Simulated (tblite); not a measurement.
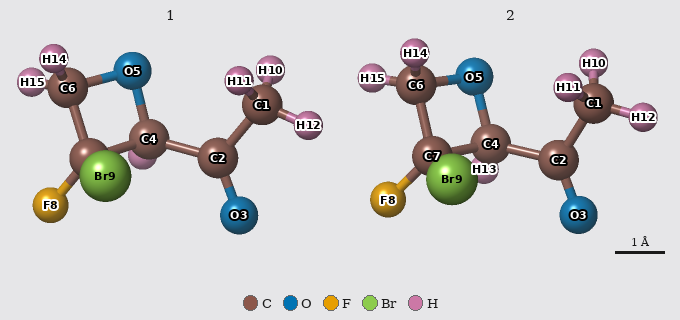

Two geometries of C₅H₆BrFO₂, drawn at one scale. One is the start of a relaxation, the other its converged end. Style: ball-and-stick. Shown face on.

Level of theory: GFN2-xTB geometry optimisation, gas phase in tblite 0.8.0. 

Question: Which one is relaxed?

Answer: Structure 2 is the relaxed one. H14 moves most after the best rigid fit: 0.45 Å. By element the largest moves are H 0.45 Å, O 0.32 Å, C 0.19 Å, Br 0.17 Å, F 0.13 Å. Among the contacts that change: C2–O3 1.258 → 1.200 Å, C4–O5 1.448 → 1.429 Å, C1–C2 1.508 → 1.493 Å, C1–H11 1.098 → 1.089 Å. Bond angles that change, for instance: C1–C2–O3 118.4° → 125.7°, C1–C2–C4 118.4° → 114.7°, O3–C2–C4 123.2° → 119.7°. After 81 geometry steps the energy has fallen by 6.42 kcal/mol. The run took 0.6 s on 1 thread of Arm Neoverse V1, with other jobs on the host.
